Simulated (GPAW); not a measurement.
# 2H-VSeTe monolayer: work function by functional and basis, part 2 of 2

Wanted: work functions and dipole of 2H-VSeTe monolayer, with the cost of each level.

GPAW 26.7.0; GPAW, PAW setups; layer in a repeated cell with vacuum, relaxation of atoms and in-plane cell (the session's first sound run).

So far, upper work function (eV): step 3 (the slab's potential, PBE, GPAW) 5.31; step 4 (GPAW, PAW setups) 5.61; step 5 (LDA) 5.55; step 6 (revPBE) 5.21.

### 7. OptPBE vdW: xc = "optPBE-vdW"

Level of this step: GPAW, PAW setups; slab in vacuum (GPAW).

The same geometry under optPBE-vdW, to see how far the functional moves the levels against the vacuum (the van der Waals functionals take revPBE setups).

Input file run.py:

```python
import json
import numpy as np
from ase import Atoms
from gpaw import GPAW, PW

slab = Atoms(
    ['Te', 'V', 'Se'],
    positions=[
        [0.00000, 2.00586, 9.00000],
        [-0.00000, 0.00000, 10.83901],
        [0.00000, 2.00586, 12.33867]],
    cell=[[3.47424, 0.0, 0.0], [-1.73712, 3.00878, 0.0], [0.0, 0.0, 21.3387]],
    pbc=[True, True, False],
    magmoms=[0.0, 1.0, 0.0])

slab.calc = GPAW(mode=PW(400), xc='optPBE-vdW', kpts={'size': (9, 9, 1), 'gamma': True},
                 occupations={'name': 'fermi-dirac', 'width': 0.05}, nbands='160%',
                 convergence={'density': 1e-05}, maxiter=200,
                 poissonsolver={'dipolelayer': 'xy'},
                 symmetry={'tolerance': 1e-3}, txt='slab.txt')
result = {}
energy = slab.get_potential_energy()
fermi = slab.calc.get_fermi_level()
v = slab.calc.get_electrostatic_potential().mean((0, 1)) - fermi
n = slab.calc.get_pseudo_density().mean((0, 1))
L = slab.cell[2, 2]
z = np.arange(len(v)) * L / len(v)
low, high = slab.positions[:, 2].min(), slab.positions[:, 2].max()
below, above = np.interp([low - 6.8, high + 6.8], z, v)
slopes = [np.interp(x, z, np.gradient(v, z)) for x in (low - 6.8, high + 6.8)]
eps = np.array([[slab.calc.get_eigenvalues(k, s) for k in range(len(slab.calc.get_ibz_k_points()))]
                for s in range(slab.calc.get_number_of_spins())]) - fermi
top, bottom = eps[eps < 0].max(), eps[eps > 0].min()
dipole = slab.get_dipole_moment()[2]
print(f'energy {energy:.4f} eV, Fermi level {fermi:.4f} eV, dipole {dipole:.5f} e A')
print(f'potential 6.8 A off the faces, from the Fermi level: lower {below:.4f} eV, upper {above:.4f} eV')
print(f'slope of the potential there: lower {slopes[0]:.5f}, upper {slopes[1]:.5f} eV/A')
print(f'nearest levels on the mesh: {top:.4f} and {bottom:.4f} eV')
print('magnetic moment', round(slab.get_magnetic_moment(), 3))
result.update(energy=energy, fermi=fermi, dipole=dipole, below=below, above=above, slopes=slopes, edges=[top, bottom],
              z=z.tolist(), v=v.tolist(), n=n.tolist(), positions=slab.positions.tolist(),
              forces=slab.get_forces(apply_constraint=False).tolist(), moments=slab.get_magnetic_moments().tolist())
json.dump(result, open('result.json', 'w'))
```

Command:

```sh
OMP_NUM_THREADS=1 OPENBLAS_NUM_THREADS=1 python run.py
```

Output:

```text
energy -51.6109 eV, Fermi level -1.5665 eV, dipole -0.02881 e A
potential 6.8 A off the faces, from the Fermi level: lower 5.0126 eV, upper 5.5079 eV
slope of the potential there: lower 0.00006, upper -0.00003 eV/A
nearest levels on the mesh: -0.0485 and 0.0954 eV
magnetic moment 0.973
```

The job ended after 57 s (1 thread of Intel Xeon Platinum 8488C (Sapphire Rapids), shared host; peak memory 0.43 GiB).

Numbers from this step:

| Quantity | Value |
| --- | --- |
| dipole along the normal | -0.02881 e·Å |
| levels nearest the Fermi level on the mesh | -0.04847, 0.09540 eV from the Fermi level |
| upper work function | 5.508 eV |
| lower work function | 5.013 eV |
| site moments | -0.06771, 0.9332, -0.02796 μB |
| sum of the site moments | 0.8375 μB |

The electrostatic potential energy of an electron (without an applied field's), less the Fermi level, planar mean by z:

| z (Å) | electrostatic potential energy of an electron (without an applied field's), less the Fermi level, planar mean (eV) |
| --- | --- |
| 0 | 5.26 |
| 2 | 5.01 |
| 4 | 5.01 |
| 6 | 4.99 |
| 8 | 0.726 |
| 10 | -3.16 |
| 12 | -11.3 |
| 14 | 5.12 |
| 16 | 5.51 |
| 18 | 5.51 |
| 20 | 5.51 |

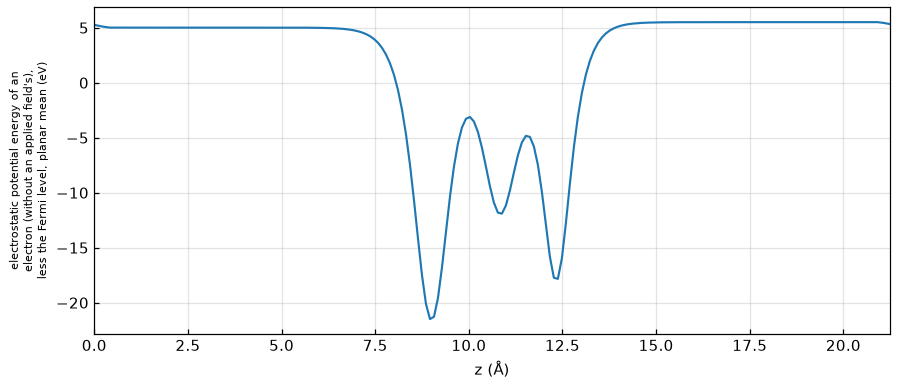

Electrostatic potential energy of an electron (without an applied field's), less the Fermi level, planar mean against z.

The upper face's work function is 5.508 eV, against 5.312 eV in the first plane-wave PBE run at this geometry.

### 8. Self-consistent run: xc = "RPBE"

The same geometry under RPBE, to see how far the functional moves the levels against the vacuum.

Changes to run.py since step 7:

```diff
@@ -15,3 +15,3 @@
 
-slab.calc = GPAW(mode=PW(400), xc='optPBE-vdW', kpts={'size': (9, 9, 1), 'gamma': True},
+slab.calc = GPAW(mode=PW(400), xc='RPBE', kpts={'size': (9, 9, 1), 'gamma': True},
                  occupations={'name': 'fermi-dirac', 'width': 0.05}, nbands='160%',
```

Output:

```text
energy -15.6120 eV, Fermi level -1.3155 eV, dipole -0.02938 e A
potential 6.8 A off the faces, from the Fermi level: lower 4.7037 eV, upper 5.2090 eV
slope of the potential there: lower 0.00006, upper -0.00003 eV/A
nearest levels on the mesh: -0.0870 and 0.1264 eV
magnetic moment 0.987
```

The job ended after 39 s (1 thread; peak memory 0.25 GiB).

This step gave:

| Quantity | Value |
| --- | --- |
| dipole along the normal | -0.02938 e·Å |
| levels nearest the Fermi level on the mesh | -0.08703, 0.1264 eV from the Fermi level |
| upper work function | 5.209 eV |
| lower work function | 4.704 eV |
| site moments | -0.07701, 0.9649, -0.03579 μB |
| sum of the site moments | 0.8521 μB |

Table of electrostatic potential energy of an electron (without an applied field's), less the Fermi level, planar mean by z:

| z (Å) | electrostatic potential energy of an electron (without an applied field's), less the Fermi level, planar mean (eV) |
| --- | --- |
| 0 | 4.96 |
| 2 | 4.70 |
| 4 | 4.70 |
| 6 | 4.69 |
| 8 | 0.562 |
| 10 | -3.25 |
| 12 | -11.4 |
| 14 | 4.86 |
| 16 | 5.21 |
| 18 | 5.21 |
| 20 | 5.21 |

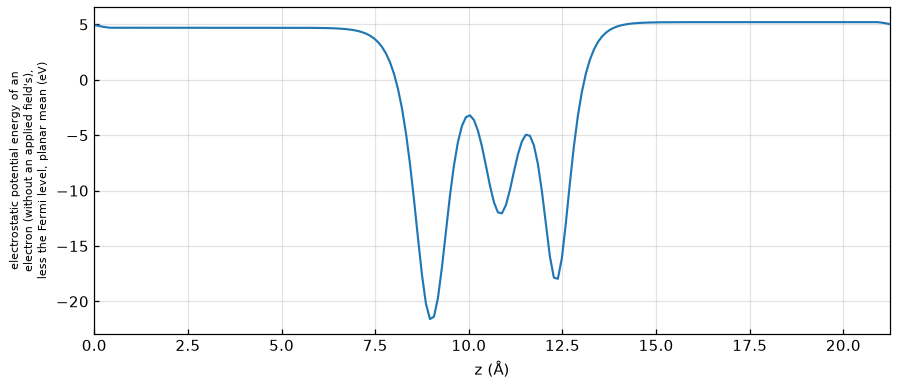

Electrostatic potential energy of an electron (without an applied field's), less the Fermi level, planar mean against z.

The upper face's work function is 5.209 eV, against 5.312 eV in the first plane-wave PBE run at this geometry.

### 9. Real-space grid: mode = "fd"

A real-space grid is a second complete basis, so it checks the plane-wave result.

Changes to run.py since step 8:

```diff
@@ -3,3 +3,3 @@
 from ase import Atoms
-from gpaw import GPAW, PW
+from gpaw import GPAW
 
@@ -15,3 +15,3 @@
 
-slab.calc = GPAW(mode=PW(400), xc='RPBE', kpts={'size': (9, 9, 1), 'gamma': True},
+slab.calc = GPAW(mode='fd', h=0.18, xc='PBE', kpts={'size': (9, 9, 1), 'gamma': True},
                  occupations={'name': 'fermi-dirac', 'width': 0.05}, nbands='160%',
```

Output:

```text
energy -16.6977 eV, Fermi level -5.0757 eV, dipole -0.02742 e A
potential 6.8 A off the faces, from the Fermi level: lower 4.8383 eV, upper 5.3130 eV
slope of the potential there: lower -0.00000, upper 0.00000 eV/A
nearest levels on the mesh: -0.0450 and 0.0885 eV
magnetic moment 0.973
```

It took 2 min on 1 thread; peak memory 0.52 GiB.

Numbers from this step:

```
dipole along the normal                    : -0.02742 e·Å
levels nearest the Fermi level on the mesh : -0.04504, 0.08853 eV from the Fermi level
upper work function                        : 5.313 eV
lower work function                        : 4.838 eV
site moments                               : -0.06713, 0.9298, -0.02830 μB
sum of the site moments                    : 0.8344 μB
```

The upper face's work function is 5.313 eV, against 5.312 eV in the first plane-wave PBE run at this geometry.

### 10. Atomic orbitals: mode = "lcao"

Atom-centred orbitals end a few angstrom from the surface, which tests how much the density's tail matters.

Changes to run.py since step 9:

```diff
@@ -15,4 +15,4 @@
 
-slab.calc = GPAW(mode='fd', h=0.18, xc='PBE', kpts={'size': (9, 9, 1), 'gamma': True},
-                 occupations={'name': 'fermi-dirac', 'width': 0.05}, nbands='160%',
+slab.calc = GPAW(mode='lcao', basis='dzp', h=0.18, xc='PBE', kpts={'size': (9, 9, 1), 'gamma': True},
+                 occupations={'name': 'fermi-dirac', 'width': 0.05}, nbands='120%',
                  convergence={'density': 1e-05}, maxiter=200,
```

Output:

```text
energy -15.8288 eV, Fermi level -5.0066 eV, dipole -0.03193 e A
potential 6.8 A off the faces, from the Fermi level: lower 4.7303 eV, upper 5.2829 eV
slope of the potential there: lower 0.00000, upper 0.00000 eV/A
nearest levels on the mesh: -0.0278 and 0.0921 eV
magnetic moment 0.972
```

Elapsed: 2.1 min, on 1 thread; peak memory 0.29 GiB.

This step gave:

```
dipole along the normal                    : -0.03193 e·Å
levels nearest the Fermi level on the mesh : -0.02776, 0.09208 eV from the Fermi level
upper work function                        : 5.283 eV
lower work function                        : 4.730 eV
site moments                               : -0.07151, 0.9399, -0.03105 μB
sum of the site moments                    : 0.8374 μB
```

The electrostatic potential energy of an electron (without an applied field's), less the Fermi level, planar mean by z:

| z (Å) | electrostatic potential energy of an electron (without an applied field's), less the Fermi level, planar mean (eV) |
| --- | --- |
| 0 | 5.01 |
| 2 | 4.73 |
| 4 | 4.73 |
| 6 | 4.73 |
| 8 | 0.715 |
| 10 | -3.33 |
| 12 | -11.4 |
| 14 | 5.00 |
| 16 | 5.28 |
| 18 | 5.28 |
| 20 | 5.28 |

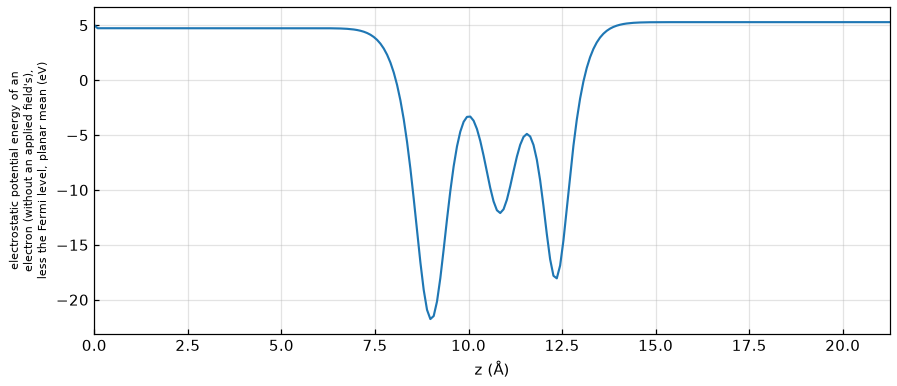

Electrostatic potential energy of an electron (without an applied field's), less the Fermi level, planar mean against z.

The upper face's work function is 5.283 eV, against 5.312 eV in the first plane-wave PBE run at this geometry.

### 11. The ladder

Times are for 1 thread of Intel Xeon Platinum 8488C (Sapphire Rapids), shared host. Results by setting:

| no. | run | upper work function (eV) | lower work function (eV) | time | memory (GiB) |
| --- | --- | --- | --- | --- | --- |
| 1 | pw | 5.312 | 4.835 | 42 s | 0.25 |
| 2 | vdW DF2 | 5.609 | 5.085 | 55 s | 0.43 |
| 3 | LDA | 5.554 | 5.181 | 36 s | 0.24 |
| 4 | revPBE | 5.209 | 4.714 | 43 s | 0.25 |
| 5 | optPBE vdW | 5.508 | 5.013 | 57 s | 0.43 |
| 6 | RPBE | 5.209 | 4.704 | 39 s | 0.25 |
| 7 | fd | 5.313 | 4.838 | 2 min | 0.52 |
| 8 | lcao | 5.283 | 4.730 | 2.1 min | 0.29 |

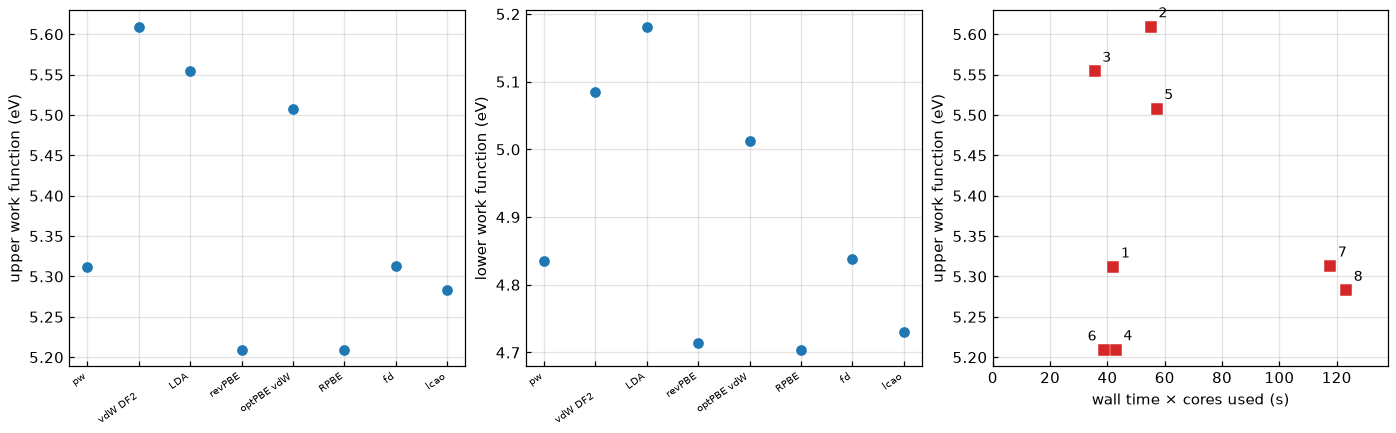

The series as plots; the last panel sets the first result against cost, with the runs numbered as in the table.

### 12. Side by side

Results and costs are gathered.

This step: comparison of work functions, dipole and cost (GPAW 26.7.0).

Ladder, by row:

| step | code | work function, upper (eV) | work function, lower (eV) | dipole (e Å) | wall time (s) | peak memory (GiB) | threads |
| --- | --- | --- | --- | --- | --- | --- | --- |
| pw | GPAW | 5.312 | 4.835 | -0.02773 | 42.06 | 0.25 | 1 |
| vdW-DF2 | GPAW | 5.609 | 5.085 | -0.03049 | 55.14 | 0.43 | 1 |
| LDA | GPAW | 5.554 | 5.181 | -0.02174 | 35.52 | 0.24 | 1 |
| revPBE | GPAW | 5.209 | 4.714 | -0.02879 | 42.91 | 0.25 | 1 |
| optPBE-vdW | GPAW | 5.508 | 5.013 | -0.02881 | 57.16 | 0.43 | 1 |
| RPBE | GPAW | 5.209 | 4.704 | -0.02938 | 38.9 | 0.25 | 1 |
| fd | GPAW | 5.313 | 4.838 | -0.02742 | 117.8 | 0.52 | 1 |
| lcao | GPAW | 5.283 | 4.73 | -0.03193 | 123.3 | 0.29 | 1 |

### 13. A changed run

One more run, with changed settings.

This step: GPAW, PAW setups; slab in vacuum (GPAW 26.7.0).

Changes to run.py since step 10:

```diff
@@ -3,3 +3,3 @@
 from ase import Atoms
-from gpaw import GPAW
+from gpaw import GPAW, PW
 
@@ -15,5 +15,5 @@
 
-slab.calc = GPAW(mode='lcao', basis='dzp', h=0.18, xc='PBE', kpts={'size': (9, 9, 1), 'gamma': True},
-                 occupations={'name': 'fermi-dirac', 'width': 0.05}, nbands='120%',
-                 convergence={'density': 1e-05}, maxiter=200,
+slab.calc = GPAW(mode=PW(400), xc='pbe96', kpts={'size': (9, 9, 1), 'gamma': True},
+                 occupations={'name': 'fermi-dirac', 'width': 0.05}, nbands='160%',
+                 convergence={'density': 1e-05}, maxiter=100,
                  poissonsolver={'dipolelayer': 'xy'},
```

Output:

```text
NameError: Unknown functional: pbe96.
```

Wall time 0.68 s (1 thread); peak memory 0.1 GiB.

The input was rejected at the start.

The program's message: “NameError: Unknown functional: pbe96.”

The change that led to it: xc = "pbe96".

### 14. Outcome

```
work function, upper and lower face : 5.312 and 4.835 eV
dipole along the normal             : -0.0277 e Å
```

**Reading.** With plane waves and PBE the work function is 5.31 eV on the upper face and 4.84 eV on the lower. The two faces differ by 0.48 eV, the step that the slab's dipole makes (e p/(ε0 A) gives 0.48 eV), so the dipole layer is needed. Over the sound runs of the table the upper face's work function spans 5.209 (RPBE) to 5.609 eV (vdW-DF2). The relaxation of atoms and cell ran in a fully periodic cell without the dipole layer, so the atoms of this polar layer felt a small spurious field. One magnetic start was tried; another order may lie lower. The layer's cell and atoms come from the relaxation; spin-orbit coupling and temperature are left out.

[Logs are printed without paths, hosts, clocks, repeated set-up lines and the standing remarks that a program may print on its own settings, such as how far it seeks lower states.]

[Hosts, paths, dates, database ids (printed as entryN), source tags and the programs' standing remarks are cut or masked in the printed files.]
